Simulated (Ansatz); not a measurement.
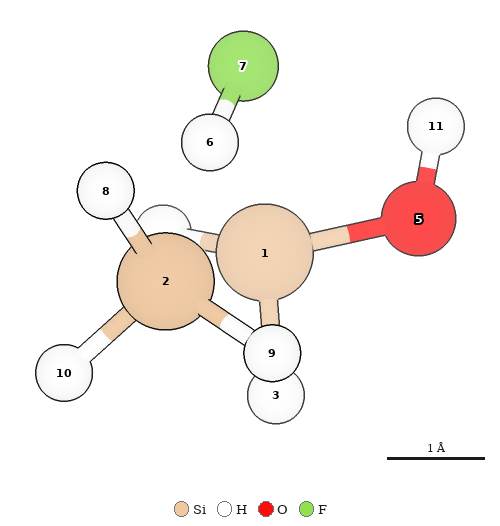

*The structure as given in the input (ball-and-stick view, seen at a tilt; atoms are numbered from 1 in the order of the input).*

**Molecular dynamics of Si₂H₇OF (part 1 of 5)**

The run: molecular dynamics of Si₂H₇OF. Method and program: RKS B3LYP-D4/6-31G* (Ansatz 0.2.0).

It belongs to a series of runs on one base structure; here: dynamics from the highest image of the converged band. Figures and captions count atoms from 1; the log counts them from 0 in places.

**Input**
```yaml
crystal:
  periodic: [false, false, false]
  atoms:
    - { symbol: Si, position_ang: [-0.17459, -1.023457, -0.145031] }
    - { symbol: Si, position_ang: [0.682186, 1.41753, -0.372192] }
    - { symbol: H, position_ang: [-0.125399, -0.842429, -1.626637] }
    - { symbol: H, position_ang: [0.923922, -1.952281, 0.201459] }
    - { symbol: O, position_ang: [-1.761064, -1.473772, 0.018777] }
    - { symbol: H, position_ang: [0.138388, 0.369244, 1.020816] }
    - { symbol: F, position_ang: [-0.234166, -0.442618, 1.779204] }
    - { symbol: H, position_ang: [1.099222, 2.462792, 0.608455] }
    - { symbol: H, position_ang: [-0.370366, 1.978882, -1.255216] }
    - { symbol: H, position_ang: [1.871732, 1.023356, -1.171702] }
    - { symbol: H, position_ang: [-2.049965, -1.517148, 0.942165] }
basis:
  gaussian: { orbitals: "6-31G*" }
hamiltonian:
  xc: b3lyp
  dispersion: d4
md:
  timestep: 0.5
  n_steps: 200
  ensemble: nve
  temperature: 300.0
  initial_velocities: maxwell_boltzmann
  seed: 7431
```

Hardware: 2 threads of Arm Neoverse V1, 24 GiB of memory available, shared host.

Run as:
```bash
ansatz run input.yaml --threads 2 --pin off --max-ram 3072MiB --backend cpu --events-out ev --progress --plain --runs-dir out
```

**Output**
```
Engine: ansatz 0.2.0, aarch64-unknown-linux-gnu
Functional definition: B3LYP
  parameter a0 = 0.2
  parameter ax = 0.72
  parameter ac = 0.81
  exchange = (1 - a0 - ax)*slater_x + ax*b88_x + a0*exact_x
  correlation = (1 - ac)*vwn_rpa_c + ac*lyp_c
859 factors; integrals over basis functions are off by at most 6.3e-4 eV
mean field evaluation 1: about -20627.3169 eV, gradient 5.5e1 eV
mean field evaluation 2: about -20615.2061 eV, gradient 9.7e1 eV
mean field evaluation 4: about -20632.2320 eV, gradient 4.3e0 eV
mean field evaluation 8: about -20632.2738 eV, gradient 3.4e-2 eV
mean field -20632.27375728 eV, -758.2220755227 hartree, gradient 2.7e-5 eV, S^2 0.000000; 0 other end points of the search recorded, 0 dependent functions left out
the calculation of the forces begins
reference -20632.27401657 eV, -758.2220850514 hartree; 26, 26 occupied and 56, 56 virtual orbitals, 859 factors
md step     0: t =     0.00 fs  T =   300.0 K  F+E_penalty+E_count = -20632.60967018 eV  E_kin = 0.349002 eV  conserved = -20632.26066818 eV  (25 SCF iters)
these checks for a lower state are left out or cut short: starts, cluster_reference, orbital_swaps, neighbouring_geometries, increment
859 factors; integrals over basis functions are off by at most 6.4e-4 eV
mean field evaluation 16: about -20632.2539 eV, gradient 7.9e-1 eV
mean field -20632.27050570 eV, -758.2219560291 hartree, gradient 8.7e-5 eV, S^2 0.000000; 0 other end points of the search recorded, 0 dependent functions left out
the calculation of the forces begins
reference -20632.27076478 eV, -758.2219655502 hartree; 26, 26 occupied and 56, 56 virtual orbitals, 859 factors
md step     1: t =     0.50 fs  T =   297.5 K  F+E_penalty+E_count = -20632.60674122 eV  E_kin = 0.346122 eV  conserved = -20632.26061951 eV  (26 SCF iters, 3 dispersion substeps)
[... from here on the SCF iterations and repeated set-up lines of each step are left out, up to the last step ...]
md step     2: t =     1.00 fs  T =   290.6 K  F+E_penalty+E_count = -20632.59856151 eV  E_kin = 0.338039 eV  conserved = -20632.26052241 eV  (26 SCF iters, 3 dispersion substeps)
md step     3: t =     1.50 fs  T =   280.4 K  F+E_penalty+E_count = -20632.58659148 eV  E_kin = 0.326184 eV  conserved = -20632.26040768 eV  (26 SCF iters, 3 dispersion substeps)
md step     4: t =     2.00 fs  T =   268.4 K  F+E_penalty+E_count = -20632.57258052 eV  E_kin = 0.312272 eV  conserved = -20632.26030891 eV  (26 SCF iters, 3 dispersion substeps)
md step     5: t =     2.50 fs  T =   256.0 K  F+E_penalty+E_count = -20632.55805522 eV  E_kin = 0.297810 eV  conserved = -20632.26024561 eV  (26 SCF iters, 3 dispersion substeps)
md step     6: t =     3.00 fs  T =   244.0 K  F+E_penalty+E_count = -20632.54402129 eV  E_kin = 0.283807 eV  conserved = -20632.26021473 eV  (26 SCF iters, 3 dispersion substeps)
md step     7: t =     3.50 fs  T =   232.8 K  F+E_penalty+E_count = -20632.53099502 eV  E_kin = 0.270796 eV  conserved = -20632.26019927 eV  (27 SCF iters, 3 dispersion substeps)
md step     8: t =     4.00 fs  T =   222.7 K  F+E_penalty+E_count = -20632.51926082 eV  E_kin = 0.259081 eV  conserved = -20632.26017975 eV  (26 SCF iters, 3 dispersion substeps)
md step     9: t =     4.50 fs  T =   214.0 K  F+E_penalty+E_count = -20632.50915263 eV  E_kin = 0.249003 eV  conserved = -20632.26014962 eV  (26 SCF iters, 3 dispersion substeps)
md step    10: t =     5.00 fs  T =   207.2 K  F+E_penalty+E_count = -20632.50117041 eV  E_kin = 0.241057 eV  conserved = -20632.26011349 eV  (26 SCF iters, 3 dispersion substeps)
md step    11: t =     5.50 fs  T =   202.7 K  F+E_penalty+E_count = -20632.49590429 eV  E_kin = 0.235818 eV  conserved = -20632.26008591 eV  (27 SCF iters, 3 dispersion substeps)
md step    12: t =     6.00 fs  T =   200.9 K  F+E_penalty+E_count = -20632.49382018 eV  E_kin = 0.233738 eV  conserved = -20632.26008215 eV  (26 SCF iters, 3 dispersion substeps)
md step    13: t =     6.50 fs  T =   201.9 K  F+E_penalty+E_count = -20632.49502379 eV  E_kin = 0.234910 eV  conserved = -20632.26011377 eV  (26 SCF iters, 3 dispersion substeps)
md step    14: t =     7.00 fs  T =   205.4 K  F+E_penalty+E_count = -20632.49909114 eV  E_kin = 0.238906 eV  conserved = -20632.26018470 eV  (26 SCF iters, 3 dispersion substeps)
md step    15: t =     7.50 fs  T =   210.4 K  F+E_penalty+E_count = -20632.50502957 eV  E_kin = 0.244741 eV  conserved = -20632.26028840 eV  (26 SCF iters, 3 dispersion substeps)
md step    16: t =     8.00 fs  T =   215.8 K  F+E_penalty+E_count = -20632.51140875 eV  E_kin = 0.251002 eV  conserved = -20632.26040626 eV  (25 SCF iters, 3 dispersion substeps)
md step    17: t =     8.50 fs  T =   220.2 K  F+E_penalty+E_count = -20632.51668404 eV  E_kin = 0.256178 eV  conserved = -20632.26050609 eV  (25 SCF iters, 3 dispersion substeps)
md step    18: t =     9.00 fs  T =   222.8 K  F+E_penalty+E_count = -20632.51971442 eV  E_kin = 0.259170 eV  conserved = -20632.26054461 eV  (27 SCF iters, 3 dispersion substeps)
md step    19: t =     9.50 fs  T =   223.4 K  F+E_penalty+E_count = -20632.52041798 eV  E_kin = 0.259940 eV  conserved = -20632.26047826 eV  (25 SCF iters, 3 dispersion substeps)
md step    20: t =    10.00 fs  T =   223.6 K  F+E_penalty+E_count = -20632.52038545 eV  E_kin = 0.260100 eV  conserved = -20632.26028583 eV  (27 SCF iters, 3 dispersion substeps)
md step    21: t =    10.50 fs  T =   226.2 K  F+E_penalty+E_count = -20632.52309389 eV  E_kin = 0.263092 eV  conserved = -20632.26000219 eV  (27 SCF iters, 3 dispersion substeps)
md step    22: t =    11.00 fs  T =   235.1 K  F+E_penalty+E_count = -20632.53324544 eV  E_kin = 0.273507 eV  conserved = -20632.25973864 eV  (28 SCF iters, 3 dispersion substeps)
md step    23: t =    11.50 fs  T =   253.9 K  F+E_penalty+E_count = -20632.55501060 eV  E_kin = 0.295363 eV  conserved = -20632.25964767 eV  (28 SCF iters, 3 dispersion substeps)
md step    24: t =    12.00 fs  T =   283.6 K  F+E_penalty+E_count = -20632.58976496 eV  E_kin = 0.329940 eV  conserved = -20632.25982450 eV  (28 SCF iters, 3 dispersion substeps)
md step    25: t =    12.50 fs  T =   321.9 K  F+E_penalty+E_count = -20632.63474940 eV  E_kin = 0.374529 eV  conserved = -20632.26022071 eV  (28 SCF iters, 3 dispersion substeps)
md step    26: t =    13.00 fs  T =   363.8 K  F+E_penalty+E_count = -20632.68384820 eV  E_kin = 0.423183 eV  conserved = -20632.26066482 eV  (28 SCF iters, 3 dispersion substeps)
md step    27: t =    13.50 fs  T =   403.3 K  F+E_penalty+E_count = -20632.73016859 eV  E_kin = 0.469192 eV  conserved = -20632.26097702 eV  (28 SCF iters, 3 dispersion substeps)
md step    28: t =    14.00 fs  T =   436.4 K  F+E_penalty+E_count = -20632.76877029 eV  E_kin = 0.507699 eV  conserved = -20632.26107086 eV  (28 SCF iters, 3 dispersion substeps)
md step    29: t =    14.50 fs  T =   461.7 K  F+E_penalty+E_count = -20632.79805451 eV  E_kin = 0.537088 eV  conserved = -20632.26096631 eV  (27 SCF iters, 3 dispersion substeps)
md step    30: t =    15.00 fs  T =   480.3 K  F+E_penalty+E_count = -20632.81953786 eV  E_kin = 0.558794 eV  conserved = -20632.26074361 eV  (27 SCF iters, 3 dispersion substeps)
md step    31: t =    15.50 fs  T =   495.3 K  F+E_penalty+E_count = -20632.83666268 eV  E_kin = 0.576173 eV  conserved = -20632.26048982 eV  (28 SCF iters, 3 dispersion substeps)
md step    32: t =    16.00 fs  T =   509.9 K  F+E_penalty+E_count = -20632.85343737 eV  E_kin = 0.593166 eV  conserved = -20632.26027140 eV  (27 SCF iters, 3 dispersion substeps)
md step    33: t =    16.50 fs  T =   527.1 K  F+E_penalty+E_count = -20632.87335972 eV  E_kin = 0.613230 eV  conserved = -20632.26012978 eV  (27 SCF iters, 3 dispersion substeps)
md step    34: t =    17.00 fs  T =   549.0 K  F+E_penalty+E_count = -20632.89872344 eV  E_kin = 0.638634 eV  conserved = -20632.26008917 eV  (27 SCF iters, 3 dispersion substeps)
md step    35: t =    17.50 fs  T =   576.0 K  F+E_penalty+E_count = -20632.93021799 eV  E_kin = 0.670054 eV  conserved = -20632.26016424 eV  (28 SCF iters, 3 dispersion substeps)
md step    36: t =    18.00 fs  T =   607.2 K  F+E_penalty+E_count = -20632.96671432 eV  E_kin = 0.706355 eV  conserved = -20632.26035912 eV  (28 SCF iters, 3 dispersion substeps)
md step    37: t =    18.50 fs  T =   640.1 K  F+E_penalty+E_count = -20633.00525520 eV  E_kin = 0.744604 eV  conserved = -20632.26065149 eV  (27 SCF iters, 3 dispersion substeps)
md step    38: t =    19.00 fs  T =   670.9 K  F+E_penalty+E_count = -20633.04149351 eV  E_kin = 0.780533 eV  conserved = -20632.26096093 eV  (26 SCF iters, 3 dispersion substeps)
md step    39: t =    19.50 fs  T =   696.2 K  F+E_penalty+E_count = -20633.07099929 eV  E_kin = 0.809865 eV  conserved = -20632.26113446 eV  (27 SCF iters, 3 dispersion substeps)
md step    40: t =    20.00 fs  T =   713.9 K  F+E_penalty+E_count = -20633.09156325 eV  E_kin = 0.830558 eV  conserved = -20632.26100558 eV  (27 SCF iters, 3 dispersion substeps)
md step    41: t =    20.50 fs  T =   726.3 K  F+E_penalty+E_count = -20633.10551377 eV  E_kin = 0.844957 eV  conserved = -20632.26055670 eV  (27 SCF iters, 3 dispersion substeps)
md step    42: t =    21.00 fs  T =   739.0 K  F+E_penalty+E_count = -20633.11971250 eV  E_kin = 0.859657 eV  conserved = -20632.26005565 eV  (27 SCF iters, 3 dispersion substeps)
md step    43: t =    21.50 fs  T =   757.8 K  F+E_penalty+E_count = -20633.14150506 eV  E_kin = 0.881585 eV  conserved = -20632.25992034 eV  (27 SCF iters, 3 dispersion substeps)
md step    44: t =    22.00 fs  T =   784.3 K  F+E_penalty+E_count = -20633.17278170 eV  E_kin = 0.912461 eV  conserved = -20632.26032118 eV  (27 SCF iters, 3 dispersion substeps)
md step    45: t =    22.50 fs  T =   813.8 K  F+E_penalty+E_count = -20633.20765408 eV  E_kin = 0.946669 eV  conserved = -20632.26098537 eV  (27 SCF iters, 3 dispersion substeps)
md step    46: t =    23.00 fs  T =   838.0 K  F+E_penalty+E_count = -20633.23638529 eV  E_kin = 0.974917 eV  conserved = -20632.26146779 eV  (27 SCF iters, 3 dispersion substeps)
md step    47: t =    23.50 fs  T =   851.3 K  F+E_penalty+E_count = -20633.25183855 eV  E_kin = 0.990304 eV  conserved = -20632.26153444 eV  (27 SCF iters, 3 dispersion substeps)
md step    48: t =    24.00 fs  T =   852.6 K  F+E_penalty+E_count = -20633.25307161 eV  E_kin = 0.991828 eV  conserved = -20632.26124353 eV  (27 SCF iters, 3 dispersion substeps)
md step    49: t =    24.50 fs  T =   845.7 K  F+E_penalty+E_count = -20633.24466148 eV  E_kin = 0.983871 eV  conserved = -20632.26079069 eV  (27 SCF iters, 3 dispersion substeps)
md step    50: t =    25.00 fs  T =   836.8 K  F+E_penalty+E_count = -20633.23381995 eV  E_kin = 0.973466 eV  conserved = -20632.26035403 eV  (27 SCF iters, 3 dispersion substeps)
md step    51: t =    25.50 fs  T =   831.7 K  F+E_penalty+E_count = -20633.22759539 eV  E_kin = 0.967555 eV  conserved = -20632.26004031 eV  (27 SCF iters, 3 dispersion substeps)
md step    52: t =    26.00 fs  T =   834.8 K  F+E_penalty+E_count = -20633.23109363 eV  E_kin = 0.971196 eV  conserved = -20632.25989758 eV  (27 SCF iters, 3 dispersion substeps)
md step    53: t =    26.50 fs  T =   848.1 K  F+E_penalty+E_count = -20633.24660478 eV  E_kin = 0.986656 eV  conserved = -20632.25994899 eV  (27 SCF iters, 3 dispersion substeps)
md step    54: t =    27.00 fs  T =   870.8 K  F+E_penalty+E_count = -20633.27320696 eV  E_kin = 1.013003 eV  conserved = -20632.26020410 eV  (27 SCF iters, 3 dispersion substeps)
md step    55: t =    27.50 fs  T =   899.2 K  F+E_penalty+E_count = -20633.30668052 eV  E_kin = 1.046043 eV  conserved = -20632.26063767 eV  (27 SCF iters, 3 dispersion substeps)
md step    56: t =    28.00 fs  T =   927.4 K  F+E_penalty+E_count = -20633.34006035 eV  E_kin = 1.078923 eV  conserved = -20632.26113771 eV  (26 SCF iters, 3 dispersion substeps)
md step    57: t =    28.50 fs  T =   949.1 K  F+E_penalty+E_count = -20633.36554962 eV  E_kin = 1.104078 eV  conserved = -20632.26147117 eV  (26 SCF iters, 3 dispersion substeps)
md step    58: t =    29.00 fs  T =   960.0 K  F+E_penalty+E_count = -20633.37815227 eV  E_kin = 1.116789 eV  conserved = -20632.26136291 eV  (24 SCF iters, 3 dispersion substeps)
md step    59: t =    29.50 fs  T =   961.8 K  F+E_penalty+E_count = -20633.37965301 eV  E_kin = 1.118910 eV  conserved = -20632.26074329 eV  (27 SCF iters, 3 dispersion substeps)
md step    60: t =    30.00 fs  T =   962.2 K  F+E_penalty+E_count = -20633.37930096 eV  E_kin = 1.119317 eV  conserved = -20632.25998434 eV  (27 SCF iters, 3 dispersion substeps)
md step    61: t =    30.50 fs  T =   970.0 K  F+E_penalty+E_count = -20633.38815291 eV  E_kin = 1.128441 eV  conserved = -20632.25971223 eV  (27 SCF iters, 3 dispersion substeps)
md step    62: t =    31.00 fs  T =   988.5 K  F+E_penalty+E_count = -20633.41010081 eV  E_kin = 1.149913 eV  conserved = -20632.26018740 eV  (26 SCF iters, 3 dispersion substeps)
md step    63: t =    31.50 fs  T =  1011.9 K  F+E_penalty+E_count = -20633.43820957 eV  E_kin = 1.177205 eV  conserved = -20632.26100459 eV  (27 SCF iters, 3 dispersion substeps)
md step    64: t =    32.00 fs  T =  1030.6 K  F+E_penalty+E_count = -20633.46043201 eV  E_kin = 1.198890 eV  conserved = -20632.26154220 eV  (27 SCF iters, 3 dispersion substeps)
md step    65: t =    32.50 fs  T =  1037.6 K  F+E_penalty+E_count = -20633.46860610 eV  E_kin = 1.207080 eV  conserved = -20632.26152652 eV  (27 SCF iters, 3 dispersion substeps)
md step    66: t =    33.00 fs  T =  1033.0 K  F+E_penalty+E_count = -20633.46276946 eV  E_kin = 1.201675 eV  conserved = -20632.26109437 eV  (27 SCF iters, 3 dispersion substeps)
md step    67: t =    33.50 fs  T =  1022.0 K  F+E_penalty+E_count = -20633.44943670 eV  E_kin = 1.188902 eV  conserved = -20632.26053421 eV  (27 SCF iters, 3 dispersion substeps)
md step    68: t =    34.00 fs  T =  1011.9 K  F+E_penalty+E_count = -20633.43731542 eV  E_kin = 1.177237 eV  conserved = -20632.26007860 eV  (27 SCF iters, 3 dispersion substeps)
md step    69: t =    34.50 fs  T =  1009.0 K  F+E_penalty+E_count = -20633.43361376 eV  E_kin = 1.173763 eV  conserved = -20632.25985050 eV  (27 SCF iters, 3 dispersion substeps)
md step    70: t =    35.00 fs  T =  1016.1 K  F+E_penalty+E_count = -20633.44195523 eV  E_kin = 1.182064 eV  conserved = -20632.25989166 eV  (27 SCF iters, 3 dispersion substeps)
md step    71: t =    35.50 fs  T =  1032.7 K  F+E_penalty+E_count = -20633.46161813 eV  E_kin = 1.201423 eV  conserved = -20632.26019500 eV  (27 SCF iters, 3 dispersion substeps)
md step    72: t =    36.00 fs  T =  1054.7 K  F+E_penalty+E_count = -20633.48766086 eV  E_kin = 1.226954 eV  conserved = -20632.26070661 eV  (27 SCF iters, 3 dispersion substeps)
md step    73: t =    36.50 fs  T =  1075.0 K  F+E_penalty+E_count = -20633.51193058 eV  E_kin = 1.250643 eV  conserved = -20632.26128770 eV  (27 SCF iters, 3 dispersion substeps)
md step    74: t =    37.00 fs  T =  1086.3 K  F+E_penalty+E_count = -20633.52544539 eV  E_kin = 1.263763 eV  conserved = -20632.26168262 eV  (27 SCF iters, 3 dispersion substeps)
md step    75: t =    37.50 fs  T =  1083.8 K  F+E_penalty+E_count = -20633.52244892 eV  E_kin = 1.260861 eV  conserved = -20632.26158837 eV  (27 SCF iters, 3 dispersion substeps)
md step    76: t =    38.00 fs  T =  1069.3 K  F+E_penalty+E_count = -20633.50484766 eV  E_kin = 1.243943 eV  conserved = -20632.26090471 eV  (25 SCF iters, 3 dispersion substeps)
md step    77: t =    38.50 fs  T =  1051.5 K  F+E_penalty+E_count = -20633.48327437 eV  E_kin = 1.223266 eV  conserved = -20632.26000787 eV  (27 SCF iters, 3 dispersion substeps)
md step    78: t =    39.00 fs  T =  1041.5 K  F+E_penalty+E_count = -20633.47119434 eV  E_kin = 1.211599 eV  conserved = -20632.25959562 eV  (27 SCF iters, 3 dispersion substeps)
md step    79: t =    39.50 fs  T =  1044.2 K  F+E_penalty+E_count = -20633.47476456 eV  E_kin = 1.214753 eV  conserved = -20632.26001197 eV  (27 SCF iters, 3 dispersion substeps)
md step    80: t =    40.00 fs  T =  1054.8 K  F+E_penalty+E_count = -20633.48795021 eV  E_kin = 1.227097 eV  conserved = -20632.26085323 eV  (29 SCF iters, 3 dispersion substeps)
md step    81: t =    40.50 fs  T =  1063.1 K  F+E_penalty+E_count = -20633.49822540 eV  E_kin = 1.236793 eV  conserved = -20632.26143280 eV  (28 SCF iters, 3 dispersion substeps)
md step    82: t =    41.00 fs  T =  1061.7 K  F+E_penalty+E_count = -20633.49657205 eV  E_kin = 1.235145 eV  conserved = -20632.26142711 eV  (28 SCF iters, 3 dispersion substeps)
md step    83: t =    41.50 fs  T =  1050.1 K  F+E_penalty+E_count = -20633.48261812 eV  E_kin = 1.221644 eV  conserved = -20632.26097377 eV  (27 SCF iters, 3 dispersion substeps)
md step    84: t =    42.00 fs  T =  1033.8 K  F+E_penalty+E_count = -20633.46299407 eV  E_kin = 1.202607 eV  conserved = -20632.26038713 eV  (28 SCF iters, 3 dispersion substeps)
md step    85: t =    42.50 fs  T =  1020.1 K  F+E_penalty+E_count = -20633.44669646 eV  E_kin = 1.186776 eV  conserved = -20632.25992092 eV  (29 SCF iters, 3 dispersion substeps)
md step    86: t =    43.00 fs  T =  1015.5 K  F+E_penalty+E_count = -20633.44105135 eV  E_kin = 1.181345 eV  conserved = -20632.25970666 eV  (29 SCF iters, 3 dispersion substeps)
md step    87: t =    43.50 fs  T =  1022.7 K  F+E_penalty+E_count = -20633.44947519 eV  E_kin = 1.189694 eV  conserved = -20632.25978165 eV  (29 SCF iters, 3 dispersion substeps)
md step    88: t =    44.00 fs  T =  1040.7 K  F+E_penalty+E_count = -20633.47076715 eV  E_kin = 1.210642 eV  conserved = -20632.26012542 eV  (29 SCF iters, 3 dispersion substeps)
md step    89: t =    44.50 fs  T =  1064.8 K  F+E_penalty+E_count = -20633.49943932 eV  E_kin = 1.238774 eV  conserved = -20632.26066512 eV  (29 SCF iters, 3 dispersion substeps)
md step    90: t =    45.00 fs  T =  1088.0 K  F+E_penalty+E_count = -20633.52700340 eV  E_kin = 1.265757 eV  conserved = -20632.26124669 eV  (28 SCF iters, 3 dispersion substeps)
md step    91: t =    45.50 fs  T =  1102.8 K  F+E_penalty+E_count = -20633.54458227 eV  E_kin = 1.282973 eV  conserved = -20632.26160962 eV  (28 SCF iters, 3 dispersion substeps)
md step    92: t =    46.00 fs  T =  1105.1 K  F+E_penalty+E_count = -20633.54703559 eV  E_kin = 1.285577 eV  conserved = -20632.26145899 eV  (28 SCF iters, 3 dispersion substeps)
md step    93: t =    46.50 fs  T =  1097.3 K  F+E_penalty+E_count = -20633.53724634 eV  E_kin = 1.276527 eV  conserved = -20632.26071927 eV  (27 SCF iters, 3 dispersion substeps)
md step    94: t =    47.00 fs  T =  1089.1 K  F+E_penalty+E_count = -20633.52678494 eV  E_kin = 1.266985 eV  conserved = -20632.25980030 eV  (26 SCF iters, 3 dispersion substeps)
md step    95: t =    47.50 fs  T =  1091.7 K  F+E_penalty+E_count = -20633.52947206 eV  E_kin = 1.270048 eV  conserved = -20632.25942393 eV  (28 SCF iters, 3 dispersion substeps)
md step    96: t =    48.00 fs  T =  1109.7 K  F+E_penalty+E_count = -20633.55086754 eV  E_kin = 1.290945 eV  conserved = -20632.25992265 eV  (28 SCF iters, 3 dispersion substeps)
md step    97: t =    48.50 fs  T =  1137.0 K  F+E_penalty+E_count = -20633.58356011 eV  E_kin = 1.322707 eV  conserved = -20632.26085326 eV  (27 SCF iters, 3 dispersion substeps)
md step    98: t =    49.00 fs  T =  1162.1 K  F+E_penalty+E_count = -20633.61347123 eV  E_kin = 1.351971 eV  conserved = -20632.26150032 eV  (27 SCF iters, 3 dispersion substeps)
md step    99: t =    49.50 fs  T =  1176.6 K  F+E_penalty+E_count = -20633.63034253 eV  E_kin = 1.368804 eV  conserved = -20632.26153846 eV  (27 SCF iters, 3 dispersion substeps)
md step   100: t =    50.00 fs  T =  1179.2 K  F+E_penalty+E_count = -20633.63296592 eV  E_kin = 1.371850 eV  conserved = -20632.26111604 eV  (27 SCF iters, 3 dispersion substeps)
md step   101: t =    50.50 fs  T =  1174.9 K  F+E_penalty+E_count = -20633.62740015 eV  E_kin = 1.366844 eV  conserved = -20632.26055576 eV  (27 SCF iters, 3 dispersion substeps)
md step   102: t =    51.00 fs  T =  1170.8 K  F+E_penalty+E_count = -20633.62218995 eV  E_kin = 1.362074 eV  conserved = -20632.26011569 eV  (28 SCF iters, 3 dispersion substeps)
md step   103: t =    51.50 fs  T =  1172.8 K  F+E_penalty+E_count = -20633.62424742 eV  E_kin = 1.364320 eV  conserved = -20632.25992772 eV  (28 SCF iters, 3 dispersion substeps)
```
